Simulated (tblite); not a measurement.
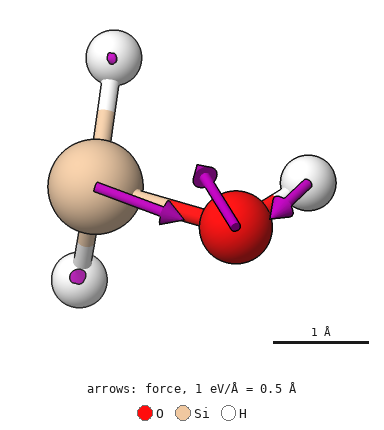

Starting geometry of SiH3O (multiplicity 2) with the computed forces as purple arrows. The picture is a ball-and-stick view, seen at a tilt.

All numbers below come from GFN2-xTB geometry optimisation, gas phase (tblite 0.8.0). 

### Is this structure relaxed? If not, where do the atoms go?

It isn't relaxed: the largest force vector, on the O atom, is 2.29 eV/Å. The final displacements follow the starting forces only in part (cosine between the two patterns 0.44). An H atom moves most after the best rigid fit: 0.26 Å. By element the largest moves are H 0.26 Å, O 0.18 Å, Si 0.09 Å. Some distances before and after: O–Si 1.742 → 1.625 Å, H–O 0.988 → 0.958 Å, H–Si 1.476 → 1.457 Å. Among the angles between lasting bonds that change: Si–O–H 109.7° → 123.0°, O–Si–H 106.4° → 111.5°, H–Si–H 111.6° → 113.9°. Groups turn about O–Si by about 30°. Over 32 geometry steps the energy falls by 22.2 kJ/mol. The run took 0.07 s on 1 thread of Arm Neoverse V1, on a shared host.
